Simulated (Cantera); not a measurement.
Feed: 1 mol Si, 0.63 mol H2O, 89 mol H2, held at 10.0 mbar.

Method: chemical equilibrium by Gibbs-energy minimisation in Cantera with the NASA 1993 tables (ideal gas, pure condensed phases). Candidate condensed phases: H2O, Si, SiO2; 18 gas species. Gases not in the tables: Si2H6 and higher silanes. Rates play no part.

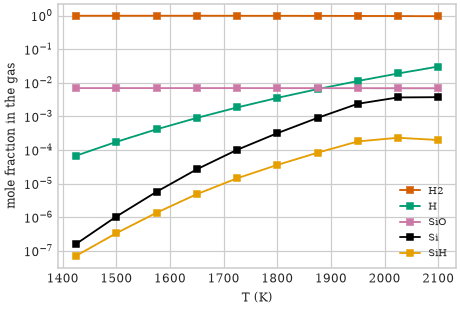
Figure: Equilibrium gas composition (values under 1e-9 drawn at 1e-9)

### Question
Read off the mole fractions at 1425 K.

### Answer
H2 about 0.99, SiO about 0.0070, H about 6.8e-5, Si about 1.6e-7, SiH about 7.1e-8.
